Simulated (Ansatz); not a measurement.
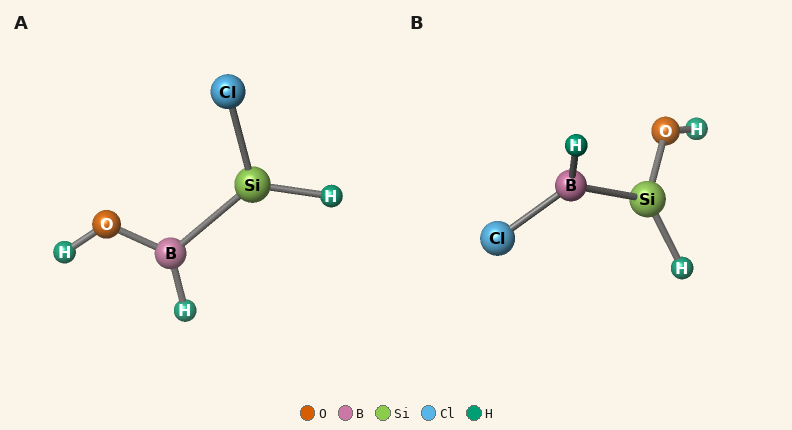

2 stationary structures of one formula. State: charge +1, singlet. Geometries: PBE0-D4/def2-TZVP. Electronic energies: RHF-CCSD(T) (frozen core)/def2-TZVPP (Ansatz 0.2.0), without zero-point energy. No frequency run is at hand to confirm each as a minimum. Each is one conformer, not always the lowest.

Question: Which structure is the most stable?

Answer: A is lowest; B lies 32.2 kJ/mol above it (C1).

Give E(B) − E(A) in kJ/mol at these levels too: PBE0-D4/def2-TZVPP; PBE0-D4/def2-TZVP; B3LYP-D4/def2-TZVPP; ωB97M-V/def2-TZVPP; r2SCAN-D4/def2-TZVPP; PBE-D4/def2-TZVPP; RHF-CCSD(T) (frozen core)/def2-TZVPP.

| level | E(B) − E(A) (kJ/mol) |
| --- | --- |
| PBE0-D4/def2-TZVPP | +36.1 |
| PBE0-D4/def2-TZVP | +36.5 |
| B3LYP-D4/def2-TZVPP | +35.5 |
| ωB97M-V/def2-TZVPP | +35.9 |
| r2SCAN-D4/def2-TZVPP | +33.0 |
| PBE-D4/def2-TZVPP | +36.5 |
| RHF-CCSD(T) (frozen core)/def2-TZVPP | +32.2 |
